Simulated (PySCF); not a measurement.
# C3H6F3PSi (SMILES FC(F)(F)P1C[C@H]1[SiH3]): what the fields show

```yaml
atoms:
  - { symbol: F, position_ang: [2.1912, -0.1054, 1.2690] }
  - { symbol: C, position_ang: [2.2745, -0.3650, -0.0452] }
  - { symbol: F, position_ang: [2.5823, -1.6678, -0.1546] }
  - { symbol: F, position_ang: [3.3336, 0.3225, -0.5010] }
  - { symbol: P, position_ang: [0.7302, 0.0301, -1.0823] }
  - { symbol: C, position_ang: [-0.0013, 1.2778, 0.0482] }
  - { symbol: C, position_ang: [-0.5207, -0.1141, 0.2711] }
  - { symbol: Si, position_ang: [-2.2899, -0.5495, -0.2487] }
  - { symbol: H, position_ang: [0.6437, 1.7265, 0.7938] }
  - { symbol: H, position_ang: [-0.6630, 1.9870, -0.4319] }
  - { symbol: H, position_ang: [-0.1573, -0.6142, 1.1631] }
  - { symbol: H, position_ang: [-3.1749, -0.0752, 0.8172] }
  - { symbol: H, position_ang: [-2.5686, 0.1444, -1.5062] }
  - { symbol: H, position_ang: [-2.3805, -1.9975, -0.4149] }
```

Geometry: GFN2-xTB.

These are results of PySCF 2.14.0, PBE0/pcSseg-1, SCF density, gas phase, non-relativistic, not measurements.

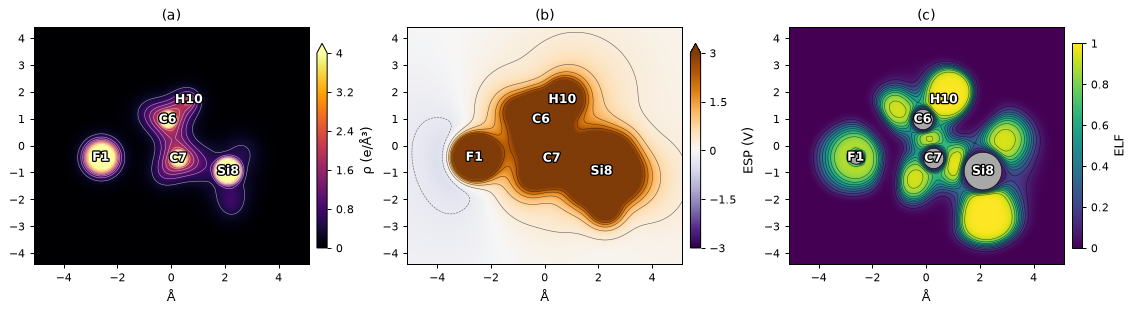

Figure 1. (a) electron density; (b) molecular electrostatic potential; (c) electron localisation function on the plane of atoms C7, C6 and H10. Grey discs cover the atomic cores in the ELF map.

**What do the fields say about this system?**

- The plane passes through F, C, Si and H nuclei.
- C–C (1.50 Å): ρ is about 1.6 e/Å³ halfway; the ELF peaks at about 0.90 between the atoms: localised, covalent bonding.
- C–Si (1.89 Å): ρ at the midpoint is about 0.91 e/Å³; the ELF peaks at about 0.95 between the atoms, as expected for localised, covalent bonding.
- C–H (1.08 Å): ρ at the midpoint is about 2 e/Å³; the ELF climbs to about 1 towards the hydrogen, as it does in any bond to H; an ordinary covalent bond to hydrogen.
- The ELF also peaks beside F1, away from the bonds: lone-pair regions.
- Outside the dense part of the molecule the potential is most negative (−0.5 V) near F1.

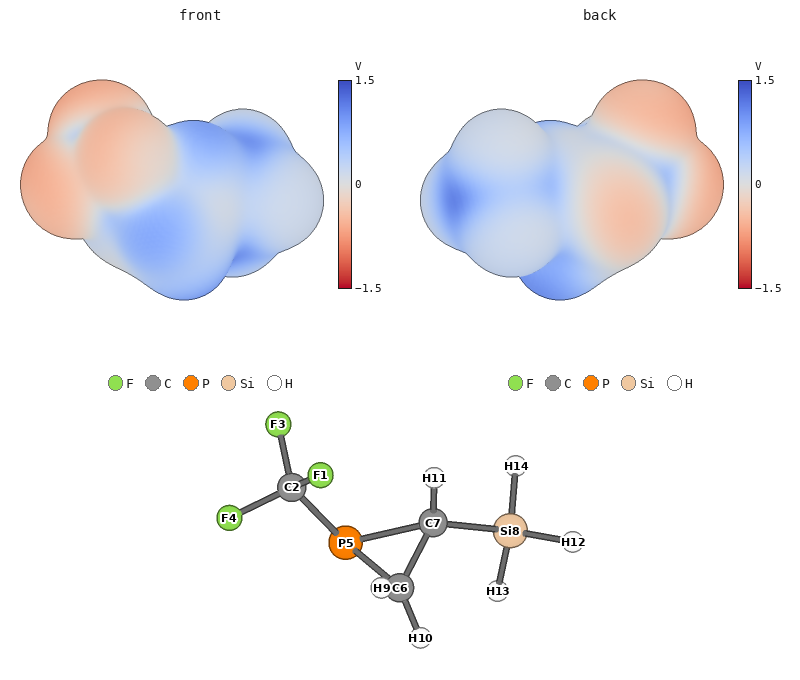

Figure 2. The electrostatic potential painted on the density surface at 0.001 e/bohr³, seen from the front and from behind; the colour scale runs from red (negative) to blue (positive). The bare structure is drawn below in the same view.

**Describe the electrostatic potential map.**

The most negative region (about −0.6 V) lies over F3 and F4, the most positive (about +1.0 V) over Si8.

**What dipole moment does the calculation give?**

Its dipole moment is 2.32 D.
